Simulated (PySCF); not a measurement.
**TcH₅⁻: one geometry, several methods**

How much do the numbers for TcH₅⁻ (quartet) hang on the method? All levels run at one geometry, the PBE0 minimum.

Method: several methods, basis Tc def2-TZVPD with ECP28, H def2-TZVPD, scalar-relativistic core potentials, no spin–orbit coupling, density fitting; program: PySCF 2.14.0.

### 1 The starting structure

6 atoms, charge -1, spin multiplicity 4.

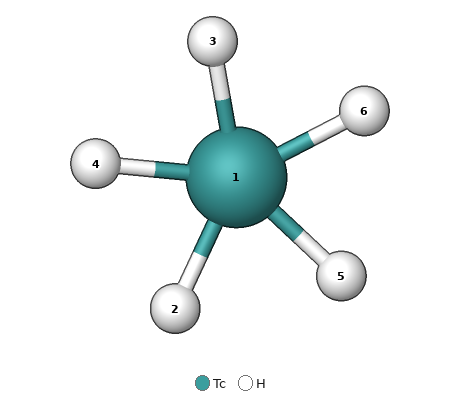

Start geometry, drawn with technetium teal, hydrogen white; atoms are numbered from 1 in the order of the file.

```xyz
6
charge -1 multiplicity 4
Tc   -0.0041    0.0034   -0.0061
H    -0.8629    0.8037    1.2390
H     1.5074   -0.0241   -0.8079
H     0.8642    1.4122    0.4296
H    -1.2871   -1.0086    0.5017
H     0.1778   -1.5203   -0.7634
```

### 2 Real-space pictures of the lowest minimum

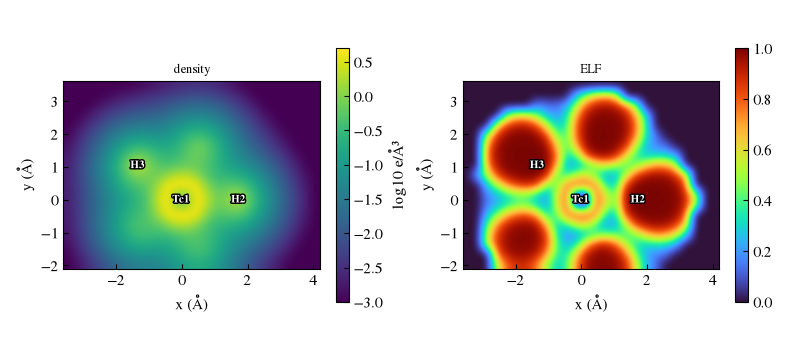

The plane holds Tc1 at (0.00, 0.00), H2 at (1.71, 0.00), H3 at (-1.35, 1.05) Å. ELF is set to 0 where the density is under 0.005 e/Å³; an orbital's overall sign is arbitrary. Electrons inside core potentials are absent.

The fields below are evaluated on a grid from the run's orbitals.

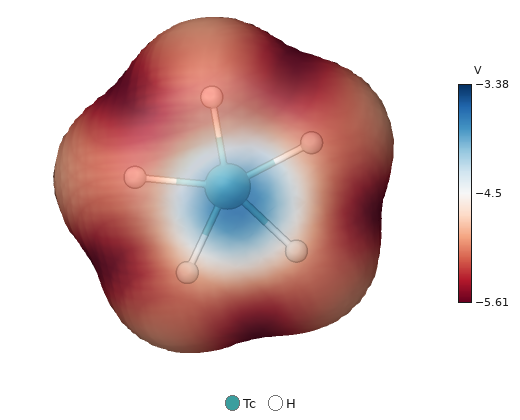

Electrostatic potential on the surface of density 0.002 e/bohr³; red is low, blue high. It runs, from the 1st to the 99th percentile, from -5.61 to -3.38 V.

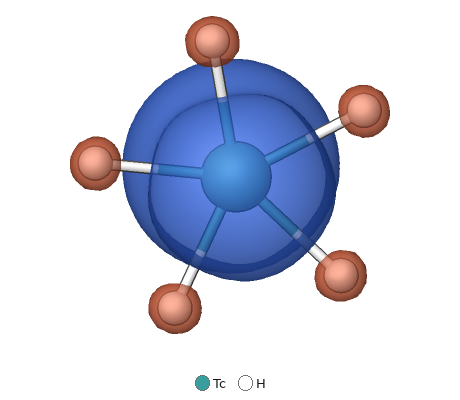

Spin density at ±0.05 e/Å³ (alpha excess blue, beta excess red).

Making the fields needed 5.4 s of wall time on 2 threads of Intel Xeon at 2.50GHz (Skylake/Cascade Lake), shared host.

### 3 PBE0

One driver script runs all steps and calls PySCF; scf.py shows the equivalent input of each level. Each SCF starts from the density of the minimum. The driver also runs the species with one electron less or more at the same geometry; their logs are not shown.

scf.py reads:

```python
from pyscf import gto, scf, dft
mol = gto.M(atom='''
Tc    -0.004071     0.003436    -0.006103
H     -0.862865     0.803720     1.238987
H      1.507390    -0.024143    -0.807949
H      0.864202     1.412168     0.429567
H     -1.287062    -1.008632     0.501719
H      0.177836    -1.520280    -0.763357''',
    basis={'Tc': 'def2-TZVPD', 'H': 'def2-TZVPD'},
    ecp={'Tc': 'def2-TZVPD'},
    charge=-1, spin=3)
mf = dft.UKS(mol, xc='PBE0')
mf.grids.atom_grid = (75, 302)
aux = {'Tc': 'def2-universal-JKFIT', 'H': 'def2-universal-JKFIT'}
mf = mf.density_fit(auxbasis=aux)
mf.conv_tol = 1e-08
mf.diis_space = 10
mf.max_cycle = 60
mf.verbose = 4
mf.kernel()
```

Run with:

```sh
OMP_NUM_THREADS=2 python axn.py task.json out
```

What it wrote:

```text
init E= -83.7372726117126
[... the frontier-level lines of each cycle are left out ...]
cycle= 1 E= -83.7372726096676  delta_E= 2.05e-09  |g|= 7.55e-05  |ddm|= 9.8e-05
Extra cycle  E= -83.7372726001177  delta_E= 9.55e-09  |g|= 0.000163  |ddm|= 0.000211
converged SCF energy = -83.7372726001177  <S^2> = 3.7818051  2S+1 = 4.0158711
```

This level, with the species of one electron less or more, took 6.5 s.

- energy: -83.737273 Eh
- one electron less (charge +0): -83.595413 Eh (triplet, ⟨S²⟩ 2.70)
- Mulliken charge of Tc1: -1.02 e

### 4 HF

scf.py, as its differences from that of step 3:

```diff
@@ -12,2 +12 @@
-mf = dft.UKS(mol, xc='PBE0')
-mf.grids.atom_grid = (75, 302)
+mf = scf.UHF(mol)
```

What it wrote:

```text
init E= -82.8935929851436
[... the frontier-level lines of each cycle are left out ...]
cycle= 1 E= -82.9050463528853  delta_E= -0.0115  |g|= 0.0643  |ddm|= 0.236
cycle= 2 E= -82.907965361012  delta_E= -0.00292  |g|= 0.0478  |ddm|= 0.105
cycle= 3 E= -82.9094825921385  delta_E= -0.00152  |g|= 0.0206  |ddm|= 0.0491
cycle= 4 E= -82.9108621825141  delta_E= -0.00138  |g|= 0.0111  |ddm|= 0.0654
cycle= 5 E= -82.911546691152  delta_E= -0.000685  |g|= 0.00502  |ddm|= 0.0587
cycle= 6 E= -82.9116851962515  delta_E= -0.000139  |g|= 0.00145  |ddm|= 0.0328
cycle= 7 E= -82.911689882718  delta_E= -4.69e-06  |g|= 0.000584  |ddm|= 0.00502
cycle= 8 E= -82.9116907868873  delta_E= -9.04e-07  |g|= 0.000212  |ddm|= 0.00185
cycle= 9 E= -82.91169095781  delta_E= -1.71e-07  |g|= 7.02e-05  |ddm|= 0.000796
cycle= 10 E= -82.9116909742888  delta_E= -1.65e-08  |g|= 2.07e-05  |ddm|= 0.000243
cycle= 11 E= -82.9116909757855  delta_E= -1.5e-09  |g|= 6.09e-06  |ddm|= 8.31e-05
Extra cycle  E= -82.9116909758665  delta_E= -8.11e-11  |g|= 3.64e-06  |ddm|= 1.12e-05
converged SCF energy = -82.9116909758665  <S^2> = 3.9458022  2S+1 = 4.0967315
```

This level, with the species of one electron less or more, took 1.5 s.

| Property | Result |
| --- | --- |
| energy | -82.911691 Eh |
| one electron less (charge +0) | -82.789873 Eh (triplet, ⟨S²⟩ 3.39) |
| Mulliken charge of Tc1 | -0.59 e |

### 5 PBE

scf.py, as its differences from that of step 4:

```diff
@@ -12 +12,2 @@
-mf = scf.UHF(mol)
+mf = dft.UKS(mol, xc='PBE')
+mf.grids.atom_grid = (75, 302)
```

What it wrote:

```text
init E= -83.7704246431817
[... the frontier-level lines of each cycle are left out ...]
cycle= 1 E= -83.7724062590474  delta_E= -0.00198  |g|= 0.022  |ddm|= 0.138
cycle= 2 E= -83.7710663089474  delta_E= 0.00134  |g|= 0.0579  |ddm|= 0.0606
cycle= 3 E= -83.7725987757633  delta_E= -0.00153  |g|= 0.00735  |ddm|= 0.0534
cycle= 4 E= -83.772631479732  delta_E= -3.27e-05  |g|= 0.000905  |ddm|= 0.00996
cycle= 5 E= -83.7726321246953  delta_E= -6.45e-07  |g|= 0.000655  |ddm|= 0.0021
cycle= 6 E= -83.7726323959662  delta_E= -2.71e-07  |g|= 6.51e-05  |ddm|= 0.00102
cycle= 7 E= -83.7726323998413  delta_E= -3.88e-09  |g|= 2.17e-05  |ddm|= 0.000149
Extra cycle  E= -83.7726323980397  delta_E= 1.8e-09  |g|= 6.61e-05  |ddm|= 7.81e-05
converged SCF energy = -83.7726323980397  <S^2> = 3.770226  2S+1 = 4.0101002
```

This level, with the species of one electron less or more, took 97 s.

- energy: -83.772632 Eh
- one electron less (charge +0): -83.639146 Eh (triplet, ⟨S²⟩ 2.56)
- Mulliken charge of Tc1: -1.15 e

### 6 B3LYP

scf.py, as its differences from that of step 5:

```diff
@@ -12 +12 @@
-mf = dft.UKS(mol, xc='PBE')
+mf = dft.UKS(mol, xc='B3LYP')
```

What it wrote:

```text
init E= -83.7935866126322
[... the frontier-level lines of each cycle are left out ...]
cycle= 1 E= -83.7948547905394  delta_E= -0.00127  |g|= 0.00993  |ddm|= 0.124
cycle= 2 E= -83.7946690738694  delta_E= 0.000186  |g|= 0.0235  |ddm|= 0.0387
cycle= 3 E= -83.7949364666585  delta_E= -0.000267  |g|= 0.00205  |ddm|= 0.0196
cycle= 4 E= -83.7949404759537  delta_E= -4.01e-06  |g|= 0.000489  |ddm|= 0.00428
cycle= 5 E= -83.7949411061778  delta_E= -6.3e-07  |g|= 0.000345  |ddm|= 0.00169
cycle= 6 E= -83.7949412259559  delta_E= -1.2e-07  |g|= 7.2e-05  |ddm|= 0.000614
cycle= 7 E= -83.79494123467  delta_E= -8.71e-09  |g|= 1.18e-05  |ddm|= 0.000211
Extra cycle  E= -83.794941234689  delta_E= -1.9e-11  |g|= 1.66e-05  |ddm|= 4.17e-05
converged SCF energy = -83.794941234689  <S^2> = 3.7746554  2S+1 = 4.0123087
```

This level, with the species of one electron less or more, needed 14 s of wall time on 2 threads of Intel Xeon at 2.50GHz (Skylake/Cascade Lake), shared host.

| Quantity | Value |
| --- | --- |
| energy | -83.794941 Eh |
| one electron less (charge +0) | -83.653865 Eh (triplet, ⟨S²⟩ 2.60) |
| Mulliken charge of Tc1 | -0.91 e |

### 7 r2SCAN

scf.py, as its differences from that of step 6:

```diff
@@ -12,2 +12,2 @@
-mf = dft.UKS(mol, xc='B3LYP')
-mf.grids.atom_grid = (75, 302)
+mf = dft.UKS(mol, xc='R2SCAN')
+mf.grids.atom_grid = (90, 434)
```

What it wrote:

```text
init E= -83.7973793884739
[... the frontier-level lines of each cycle are left out ...]
cycle= 1 E= -83.7983100629945  delta_E= -0.000931  |g|= 0.0182  |ddm|= 0.102
cycle= 2 E= -83.7975492474237  delta_E= 0.000761  |g|= 0.0438  |ddm|= 0.0483
cycle= 3 E= -83.7984372208246  delta_E= -0.000888  |g|= 0.00424  |ddm|= 0.04
cycle= 4 E= -83.7984473910604  delta_E= -1.02e-05  |g|= 0.000623  |ddm|= 0.00523
cycle= 5 E= -83.7984475939966  delta_E= -2.03e-07  |g|= 0.000337  |ddm|= 0.000733
cycle= 6 E= -83.7984476786856  delta_E= -8.47e-08  |g|= 3.88e-05  |ddm|= 0.000531
cycle= 7 E= -83.7984476818018  delta_E= -3.12e-09  |g|= 9.57e-06  |ddm|= 0.000122
Extra cycle  E= -83.7984476818675  delta_E= -6.58e-11  |g|= 1.18e-05  |ddm|= 3.35e-05
converged SCF energy = -83.7984476818675  <S^2> = 3.7883281  2S+1 = 4.0191184
```

This level, with the species of one electron less or more, took 43 s.

- energy: -83.798448 Eh
- one electron less (charge +0): -83.660252 Eh (triplet, ⟨S²⟩ 2.71)
- Mulliken charge of Tc1: -0.86 e

### 8 TPSSh

scf.py, as its differences from that of step 7:

```diff
@@ -12 +12 @@
-mf = dft.UKS(mol, xc='R2SCAN')
+mf = dft.UKS(mol, xc='TPSSH')
```

What it wrote:

```text
init E= -83.7456839464785
[... the frontier-level lines of each cycle are left out ...]
cycle= 1 E= -83.7459723866052  delta_E= -0.000288  |g|= 0.0398  |ddm|= 0.092
cycle= 2 E= -83.7415545714089  delta_E= 0.00442  |g|= 0.106  |ddm|= 0.134
cycle= 3 E= -83.7467966602004  delta_E= -0.00524  |g|= 0.0028  |ddm|= 0.0876
cycle= 4 E= -83.746801351447  delta_E= -4.69e-06  |g|= 0.000652  |ddm|= 0.00375
cycle= 5 E= -83.7468016017032  delta_E= -2.5e-07  |g|= 0.00023  |ddm|= 0.000935
cycle= 6 E= -83.7468016769566  delta_E= -7.53e-08  |g|= 4.13e-05  |ddm|= 0.00055
cycle= 7 E= -83.7468016817495  delta_E= -4.79e-09  |g|= 1.99e-05  |ddm|= 0.000164
Extra cycle  E= -83.7468016812124  delta_E= 5.37e-10  |g|= 4.33e-05  |ddm|= 6.85e-05
converged SCF energy = -83.7468016812124  <S^2> = 3.7796702  2S+1 = 4.0148077
```

This level, with the species of one electron less or more, took 37 s.

```
energy                        : -83.746802 Eh
one electron less (charge +0) : -83.607468 Eh (triplet, ⟨S²⟩ 2.66)
Mulliken charge of Tc1        : -0.93 e
```

### 9 revPBE

scf.py, as its differences from that of step 8:

```diff
@@ -12,2 +12,2 @@
-mf = dft.UKS(mol, xc='TPSSH')
-mf.grids.atom_grid = (90, 434)
+mf = dft.UKS(mol, xc='PBE_R,PBE')
+mf.grids.atom_grid = (75, 302)
```

What it wrote:

```text
init E= -83.8200104183169
[... the frontier-level lines of each cycle are left out ...]
cycle= 1 E= -83.8221409441639  delta_E= -0.00213  |g|= 0.0244  |ddm|= 0.158
cycle= 2 E= -83.82051456424  delta_E= 0.00163  |g|= 0.0634  |ddm|= 0.0664
cycle= 3 E= -83.8223480291899  delta_E= -0.00183  |g|= 0.00862  |ddm|= 0.0595
cycle= 4 E= -83.8223905112037  delta_E= -4.25e-05  |g|= 0.000642  |ddm|= 0.0103
cycle= 5 E= -83.8223909424434  delta_E= -4.31e-07  |g|= 0.00053  |ddm|= 0.00175
cycle= 6 E= -83.8223911017294  delta_E= -1.59e-07  |g|= 7.26e-05  |ddm|= 0.000775
cycle= 7 E= -83.8223911063538  delta_E= -4.62e-09  |g|= 1.84e-05  |ddm|= 0.00017
Extra cycle  E= -83.8223911065487  delta_E= -1.95e-10  |g|= 1.66e-05  |ddm|= 5.56e-05
converged SCF energy = -83.8223911065487  <S^2> = 3.771402  2S+1 = 4.0106867
```

This level, with the species of one electron less or more, took 1.7 min.

```
energy                        : -83.822391 Eh
one electron less (charge +0) : -83.690407 Eh (triplet, ⟨S²⟩ 2.56)
Mulliken charge of Tc1        : -1.16 e
```

### 10 HSE06

scf.py, as its differences from that of step 9:

```diff
@@ -12 +12 @@
-mf = dft.UKS(mol, xc='PBE_R,PBE')
+mf = dft.UKS(mol, xc='HSE06')
```

What it wrote:

```text
init E= -83.7365848545093
[... the frontier-level lines of each cycle are left out ...]
cycle= 1 E= -83.7366184318959  delta_E= -3.36e-05  |g|= 0.00295  |ddm|= 0.0474
cycle= 2 E= -83.7365964724771  delta_E= 2.2e-05  |g|= 0.00752  |ddm|= 0.00972
cycle= 3 E= -83.7366243032762  delta_E= -2.78e-05  |g|= 0.000591  |ddm|= 0.00639
cycle= 4 E= -83.7366245689077  delta_E= -2.66e-07  |g|= 6.31e-05  |ddm|= 0.00125
cycle= 5 E= -83.7366245770021  delta_E= -8.09e-09  |g|= 1.77e-05  |ddm|= 0.000241
Extra cycle  E= -83.7366245777653  delta_E= -7.63e-10  |g|= 9e-06  |ddm|= 4.86e-05
converged SCF energy = -83.7366245777653  <S^2> = 3.7811349  2S+1 = 4.0155373
```

This level, with the species of one electron less or more, needed 16 s of wall time on 2 threads of Intel Xeon at 2.50GHz (Skylake/Cascade Lake), shared host.

```
energy                        : -83.736625 Eh
one electron less (charge +0) : -83.594893 Eh (triplet, ⟨S²⟩ 2.70)
Mulliken charge of Tc1        : -0.95 e
```

The dipole of an ion depends on the origin, here the centre of mass.

### 11 Comparison of the levels

| level | vertical ionisation energy (eV) | −ε(HOMO) (eV) | gap (eV) | dipole (D) | wall time |
| --- | --- | --- | --- | --- | --- |
| PBE0 | 3.86 | 1.85 | 4.71 | 0.89 | 6.5 s |
| HF | 3.31 | 4.26 | 9.31 | 0.97 | 1.5 s |
| PBE | 3.63 | 0.59 | 2.13 | 0.86 | 97 s |
| B3LYP | 3.84 | 1.60 | 3.88 | 0.92 | 14 s |
| r2SCAN | 3.76 | 0.92 | 3.12 | 0.84 | 43 s |
| TPSSh | 3.79 | 1.23 | 3.36 | 0.90 | 37 s |
| revPBE | 3.59 | 0.55 | 2.23 | 0.85 | 1.7 min |
| HSE06 | 3.86 | 1.45 | 3.91 | 0.90 | 16 s |

Times are for 2 threads of Intel Xeon at 2.50GHz (Skylake/Cascade Lake), shared host; PBE0 starts from its own converged density, so its time is not comparable. A dash stands where a species or a free atom was not run at that level, or the quantity is not defined.

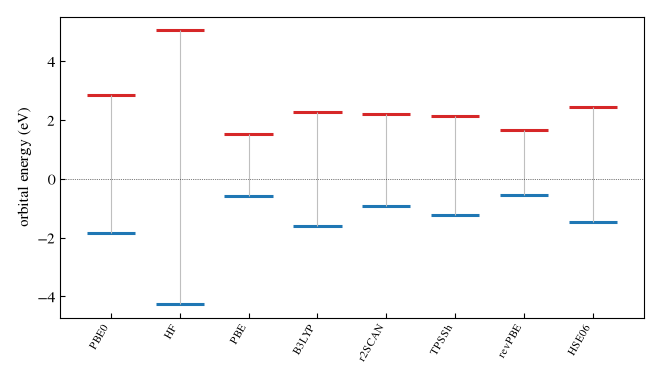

Highest occupied (blue) and lowest empty (red) levels by method.

### 12 Results

| quantity | value |
| --- | --- |
| vertical ionisation energy, range | 3.31 (HF) to 3.86 (PBE0) eV |
| orbital gap, range | 2.13 (PBE) to 9.31 (HF) eV |

In words: The vertical ionisation energy spreads over 0.55 eV, from HF to PBE0; without a CCSD(T) value for it there is no yardstick here. Spin contamination is strong in at least one of the open-shell species at PBE0, HF, PBE, B3LYP, r2SCAN, TPSSh, revPBE, HSE06. Open d and f shells are described by one determinant, and the ground state may have another occupation or spin.
